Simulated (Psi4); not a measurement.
# CH3FO (SMILES OCF) at MN12-L/cc-pVTZ (sfX2C)

Aim: the energy difference between two shapes of CH3FO at MN12-L/cc-pVTZ (sfX2C), from 2 runs. 

The calculation is run with Psi4 1.11.

2 further runs of the same task are left out: 2 that didn't finish.

### 1 The system as given

The species is CH3FO (6 atoms), meant as a singlet with charge 0. SMILES: `OCF`. Geometry: relaxed at PBE0-D4/def2-TZVP. This is one conformer, not always the lowest.

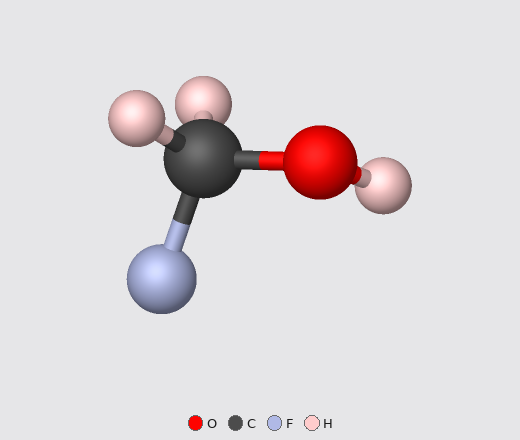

Viewed from a chosen angle; oxygen red, carbon dark grey, fluorine light blue, hydrogen pink.

### 2 A single-point energy at MN12-L/cc-pVTZ (sfX2C)

job.dat

```
memory 1.6 GB

molecule mol {
  0 1
  O     -1.50044254    -1.31751705    -0.46751824
  C      0.47280948     0.09259658     0.43614879
  F     -0.17782323     2.61386918     0.61189332
  H     -1.75498865    -0.93560340    -2.22609737
  H      2.14824066     0.00925966    -0.77951203
  H      0.89213970    -0.58354743     2.33815813
  units au
}

set {
  reference rks
  scf_type pk
  relativistic x2c
}

result = energy('mn12-l/cc-pVTZ')
print_variables()
```

Started as:

```bash
psi4 -i job.dat -o job.out -n 1
```

job.out, shortened:

```text
[...]
  Running in c1 symmetry.
[...]
  Nuclear repulsion =   79.440325202706575
[...]
  Multiplicity = 1
[...]
  Nalpha       = 13
  Nbeta        = 13
[...]
    Number of basis functions: 132
[...]
    WARNING: The X2C and Dirac Hamiltonians have substatially different eigenvalues!
             This is probably caused by the recontraction of the basis set.
[...]
   @RKS iter   1:  -214.85208843768970   -2.97415e-01   4.98568e-03 DIIS/ADIIS
[...]
   @RKS iter   8:  -215.00613015732463   -2.52336e-07   7.70046e-07 DIIS
[...]
    Orbital Energies [Eh]
    ---------------------
    Doubly Occupied:
       1A    -25.244989     2A    -19.645360     3A    -10.633961
       4A     -1.217307     5A     -1.069945     6A     -0.675629
       7A     -0.532403     8A     -0.483252     9A     -0.471613
      10A     -0.386505    11A     -0.348236    12A     -0.315859
      13A     -0.290825
[...]
  @RKS Final Energy:  -215.00613015732463
   => Energetics <=
    Nuclear Repulsion Energy =             79.4403252027065747
    One-Electron Energy =                -454.0496772199620636
    Two-Electron Energy =                 185.0918032879355906
    DFT Exchange-Correlation Energy =     -25.4885814280047214
    Empirical Dispersion Energy =           0.0000000000000000
    VV10 Nonlocal Energy =                  0.0000000000000000
    Total Energy =                       -215.0061301573246340
[...]
 Multipole Moments:
 ------------------------------------------------------------------------------------
     Multipole            Electronic (a.u.)      Nuclear  (a.u.)        Total (a.u.)
 ------------------------------------------------------------------------------------
 L = 1.  Multiply by 2.5417464519 to convert [e a0] to [Debye]
 Dipole X            :         -0.7456149            1.1272310            0.3816161
 Dipole Y            :          2.2922801           -2.6158212           -0.3235411
 Dipole Z            :          0.3223840           -0.8104046           -0.4880206
 Magnitude           :                                                    0.6989090
[...]
```

It took 12 s on 1 thread of AMD EPYC 9B45 (Zen 5), shared host; peak memory 0.92 GiB.

### 3 The distorted shape at the same level

job.dat

```
memory 1.6 GB

molecule system {
  O
  C 1 1.30107
  F 2 1.361417 1 118.40746
  H 1 1.087987 2 89.54229 3 72.11417
  H 2 1.014176 1 115.66488 4 -53.59277
  H 2 1.149988 5 117.59372 3 -109.61274
}

set reference rks
set scf_type pk
set relativistic x2c

E, wfn = energy('mn12-l/cc-pVTZ', return_wfn=True)
```

Started as:

```bash
psi4 -n 1 job.dat job.out
```

job.out, shortened:

```text
[...]
  Running in c1 symmetry.
[...]
  Nuclear repulsion =   80.993885633480616
[...]
  Multiplicity = 1
[...]
  Nalpha       = 13
  Nbeta        = 13
[...]
    Number of basis functions: 132
[...]
    WARNING: The X2C and Dirac Hamiltonians have substatially different eigenvalues!
             This is probably caused by the recontraction of the basis set.
[...]
   @RKS iter   1:  -214.79578291899304   -1.26174e-01   4.98433e-03 ADIIS/DIIS
[...]
   @RKS iter   8:  -214.96048744114239   -2.24834e-07   9.51514e-07 DIIS
[...]
    Orbital Energies [Eh]
    ---------------------
    Doubly Occupied:
       1A    -25.246140     2A    -19.669913     3A    -10.625447
       4A     -1.228953     5A     -1.098446     6A     -0.657075
       7A     -0.551027     8A     -0.498139     9A     -0.468935
      10A     -0.400764    11A     -0.352119    12A     -0.318577
      13A     -0.289117
[...]
  @RKS Final Energy:  -214.96048744114239
   => Energetics <=
    Nuclear Repulsion Energy =             80.9938856334806161
    One-Electron Energy =                -456.8844669736929518
    Two-Electron Energy =                 186.4318478244099424
    DFT Exchange-Correlation Energy =     -25.5017539253399832
    Empirical Dispersion Energy =           0.0000000000000000
    VV10 Nonlocal Energy =                  0.0000000000000000
    Total Energy =                       -214.9604874411423907
[...]
 Multipole Moments:
 ------------------------------------------------------------------------------------
     Multipole            Electronic (a.u.)      Nuclear  (a.u.)        Total (a.u.)
 ------------------------------------------------------------------------------------
 L = 1.  Multiply by 2.5417464519 to convert [e a0] to [Debye]
 Dipole X            :          0.0107798           -0.6246526           -0.6138727
 Dipole Y            :         -2.0789898            2.4575526            0.3785628
 Dipole Z            :          0.8373150           -0.8852830           -0.0479680
 Magnitude           :                                                    0.7228074
[...]
```

It took 12 s on 1 thread of AMD EPYC 9B45 (Zen 5), shared host; peak memory 0.93 GiB.

### 4 Results

At MN12-L/cc-pVTZ (sfX2C):

```
                              quantity          value
             first shape: total energy  -215.00613 Eh
            first shape: dipole moment         1.78 D
              first shape: HOMO energy       -7.91 eV
              first shape: LUMO energy        0.16 eV
            first shape: HOMO–LUMO gap        8.08 eV
         distorted shape: total energy  -214.96049 Eh
        distorted shape: dipole moment         1.84 D
          distorted shape: HOMO energy       -7.87 eV
          distorted shape: LUMO energy       -0.49 eV
        distorted shape: HOMO–LUMO gap        7.38 eV
energy change with the atoms displaced       1.242 eV
```

With the atoms displaced the energy rises by 1.24 eV (29 kcal/mol). The first shape isn't relaxed at this level, so the change isn't measured from a minimum.
